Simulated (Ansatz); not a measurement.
**One shape, several levels: [BH3]− (SMILES [BH3-])**

We compute a comparison of 6 runs (UHSE06/3-21G, UPBE0/3-21G, USVWN5/3-21G, UBHLYP/6-31G*, UPBE/6-31G*, UCCSD/6-31G*) of [BH3]−. 

The calculation is run with Ansatz 0.2.0.

2 further runs of the same task are left out: 2 set aside as unsound or not needed.

## 1. Starting point

[BH3]−: 4 atoms, total charge -1, spin state doublet. As SMILES, `[BH3-]`. The H3–B1 distance was set to 2.507 Å, away from the relaxed value. At this shape a bond of the SMILES string is far longer than usual.

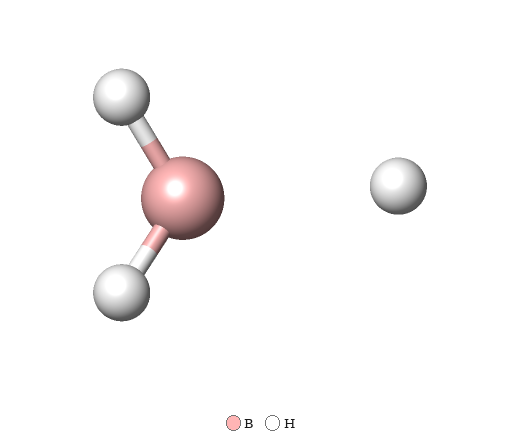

Viewed from a chosen angle; boron pink, hydrogen white.

## 2. A single-point energy at UHSE06/3-21G (run 1)

Input file in.yaml:

```yaml
crystal:
  periodic: [false, false, false]
  atoms:
    - {symbol: B, position_ang: [0.580105, 1.086458, -0.586002]}
    - {symbol: H, position_ang: [1.346755, 1.576348, 0.276288]}
    - {symbol: H, position_ang: [-0.279230, -1.161080, 0.118390]}
    - {symbol: H, position_ang: [-0.358595, 1.869648, -0.865282]}
basis:
  gaussian: {orbitals: 3-21G.json}
total_charge: -1
magnetization: {spin_polarized: true, initial_magnetization: 1}
hamiltonian: {xc: {name: HSE06}}
accuracy: high
```

The basis set 3-21G is read from a file made from the Basis Set Exchange's data (not shown).

On the command line:

```sh
$ ansatz run in.yaml --threads 1 --pin off --max-ram 2610MiB --events-out events.jsonl --progress --plain --runs-dir runs
```

Log:

```text
Warning: RAYON_NUM_THREADS=1 ignored (pool sized by the plan → 1); use --threads N
Functional definition: HSE06
  name "HSE06"
  parameter a = 0.25
  parameter omega = 0.11/bohr
  exchange = pbe_x - a*pbe_x_sr(omega) + a*exact_x_sr(omega)
  correlation = pbe_c
290 factors; integrals over basis functions are off by at most 3.2e-9 eV
66 factors; integrals over basis functions are off by at most 1.2e-9 eV
mean field evaluation 1: about -713.3068 eV, gradient 9.4e0 eV
mean field evaluation 2: about -706.8178 eV, gradient 2.4e1 eV
mean field evaluation 4: about -714.7797 eV, gradient 5.0e-1 eV
mean field evaluation 8: about -714.7735 eV, gradient 1.3e-1 eV
mean field evaluation 16: about -714.7812 eV, gradient 9.4e-4 eV
mean field evaluation 32: about -713.2129 eV, gradient 6.4e0 eV
mean field -714.78118155 eV, -26.2677239260 hartree, gradient 1.0e-8 eV, S^2 0.839155; 2 other end points of the search recorded, 0 dependent functions left out
reference -714.78118365 eV, -26.2677240031 hartree; 5, 4 occupied and 10, 11 virtual orbitals, 290 factors
Total energy: -714.78118365 eV, -26.2677240031 hartree
```

It took 1.5 s on 1 thread of Arm Neoverse V1, shared host; peak memory 0.1 GiB.

## 3. The energy at UPBE0/3-21G (run 2)

Input file molecule.yaml:

```yaml
crystal:
  periodic: [false, false, false]
  atoms:
    - symbol: B
      position_ang: [0.580105, 1.086458, -0.586002]
    - symbol: H
      position_ang: [1.346755, 1.576348, 0.276288]
    - symbol: H
      position_ang: [-0.279230, -1.161080, 0.118390]
    - symbol: H
      position_ang: [-0.358595, 1.869648, -0.865282]
basis:
  gaussian:
    orbitals: 3-21G.json
total_charge: -1
magnetization:
  spin_polarized: true
  initial_magnetization: 1
hamiltonian:
  xc: {name: PBE0}
accuracy: high
```

The basis set 3-21G is read from a file made from the Basis Set Exchange's data (not shown).

On the command line:

```sh
$ ansatz run molecule.yaml --threads 1 --pin off --max-ram 2610MiB --events-out events.jsonl --progress --plain --runs-dir runs
```

Log:

```text
Warning: RAYON_NUM_THREADS=1 ignored (pool sized by the plan → 1); use --threads N
Functional definition: PBE0
  name "PBE0"
[... 1 set-up line as earlier in the session ...]
  parameter kappa = 0.804
  parameter beta = 0.06672455060314922
  exchange = (1 - a)*pbe_x(kappa = kappa, mu = beta*pi^2/3) + a*exact_x
  correlation = pbe_c(beta = beta)
290 factors; integrals over basis functions are off by at most 3.2e-9 eV
mean field evaluation 1: about -713.2859 eV, gradient 9.6e0 eV
mean field evaluation 2: about -708.8936 eV, gradient 2.2e1 eV
mean field evaluation 4: about -714.8412 eV, gradient 4.4e-1 eV
mean field evaluation 8: about -714.8360 eV, gradient 1.2e-1 eV
mean field evaluation 16: about -714.8455 eV, gradient 3.5e-3 eV
mean field evaluation 32: about -714.8251 eV, gradient 2.2e-1 eV
mean field -714.84548653 eV, -26.2700870903 hartree, gradient 2.6e-8 eV, S^2 0.842608; 2 other end points of the search recorded, 0 dependent functions left out
reference -714.84548810 eV, -26.2700871481 hartree; 5, 4 occupied and 10, 11 virtual orbitals, 290 factors
Total energy: -714.84548810 eV, -26.2700871481 hartree
```

Wall time 1.1 s (1 thread of Arm Neoverse V1, shared host); peak memory 0.1 GiB.

Runs 3 to 5 aren't shown in full; the table further down has their settings and results.

## 4. The energy at UCCSD/6-31G(d) (spherical functions) (run 6)

Input file run.yaml:

```yaml
crystal:
  periodic: [false, false, false]
  atoms:
    - {symbol: B, position_ang: [0.580105, 1.086458, -0.586002]}
    - {symbol: H, position_ang: [1.346755, 1.576348, 0.276288]}
    - {symbol: H, position_ang: [-0.279230, -1.161080, 0.118390]}
    - {symbol: H, position_ang: [-0.358595, 1.869648, -0.865282]}
basis:
  gaussian:
    orbitals: 6-31G_st_-spherical.json
total_charge: -1
magnetization:
  spin_polarized: true
  initial_magnetization: 1
correlation:
  method: ccsd
  frozen_orbitals: {B: 1, H: 0}
accuracy: high
scf:
  omitted_lower_state_checks: [cluster_reference, increment]
```

The basis set 6-31G* is read from a file made from the Basis Set Exchange's data (not shown).

On the command line:

```sh
$ ansatz run run.yaml --threads 1 --pin off --max-ram 2610MiB --events-out events.jsonl --progress --plain --runs-dir runs
```

Log:

```text
Warning: RAYON_NUM_THREADS=1 ignored (pool sized by the plan → 1); use --threads N
[... 13 lines left out ...]
1 core orbitals not correlated: weight in the atoms' cores, before any rotation towards them, 1.000 or more for the frozen orbitals, at most 0.000 for the correlated occupied ones
[... 37 lines left out ...]
Total energy: -716.43652825 eV, -26.3285567952 hartree
Checks for a lower state left out: cluster_reference, increment
```

Run time: 0.34 s. Hardware: 1 thread of Arm Neoverse V1, shared host.

## 5. Overview of the runs

```csv
run,level,frozen core orbitals,energy (Eh),⟨S²⟩,wall time
1,UHSE06/3-21G,–,-26.267724,0.839,1.5 s
2,UPBE0/3-21G,–,-26.270087,0.843,1.1 s
3,USVWN5/3-21G,–,-25.981404,0.773,0.54 s
4,UBHLYP/6-31G* (spherical functions),–,-26.438961,0.771,1.6 s
5,UPBE/6-31G* (spherical functions),–,-26.411875,0.767,1.1 s
6,UCCSD/6-31G* (spherical functions),1,-26.328557,1.146,0.34 s
```

## 6. What came out

```
                                         quantity         value
                              run 6: total energy  -26.32856 Eh
run 6: correlation energy (1 core orbital frozen)    -100.3 mEh
         run 6: ⟨S²⟩ of the reference determinant         1.146
                             run 6: T1 diagnostic         0.077
```

In words: Totals of different functionals can't be ranked against each other. Spin contamination of the reference: run 6 ⟨S²⟩ = 1.15. All runs together took 6.1 s, the longest 1.6 s.
